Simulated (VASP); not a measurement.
Band structure of In (bct). Computed with vdW-DF-cx, VASP's PBE PAW potentials (set 64) (plane waves; VASP).

Unless said otherwise, spin-orbit coupling is left out, though it shifts the bands of the heavy elements here.

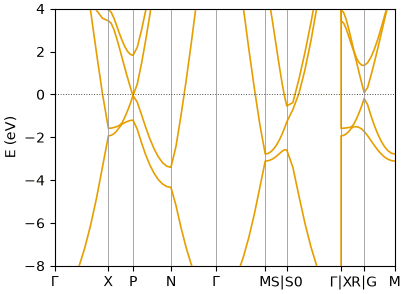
Figure: Bands along high-symmetry lines, zero at the valence-band maximum or, without a gap, the Fermi level

**Question.** Read the plot: is there a gap, and where are the band edges?

**Answer.** It has no gap at this level: it comes out as a metal or semimetal. (Edges off the drawn lines would not show.)

The compound is In in the bct structure. It was relaxed first.
